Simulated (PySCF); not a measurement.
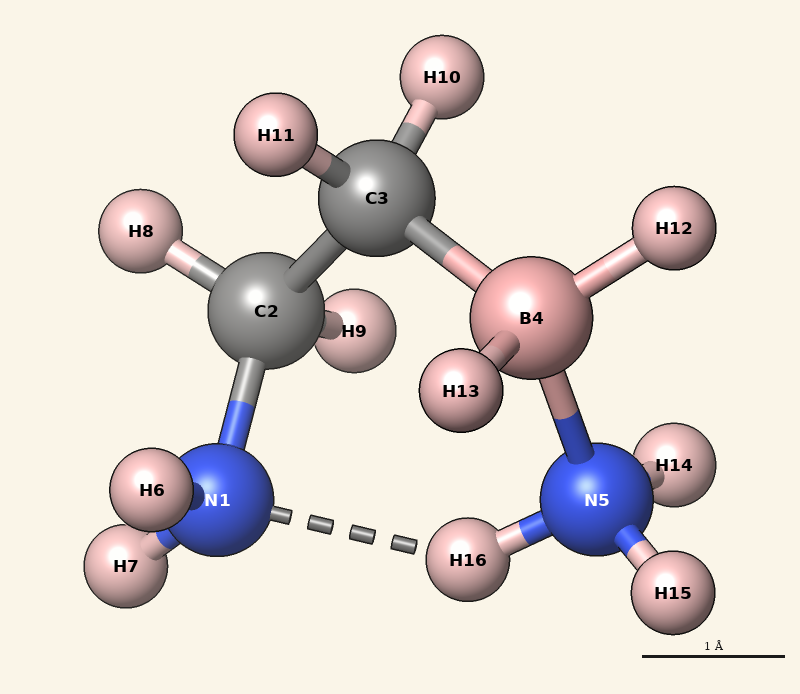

Broken lines mark hydrogen bonds. Computed geometry: PBE0-D3(BJ)/def2-SVP optimisation. No frequency run is at hand to confirm it as a minimum.

Tabulate the hydrogen bonds (donors O, N, F, S, Cl) with their geometry.

| D–H···A | D–H (Å) | H···A (Å) | angle (°) | kind |
| --- | --- | --- | --- | --- |
| N5–H16···N1 | 1.05 | 1.84 | 142 | intramolecular |
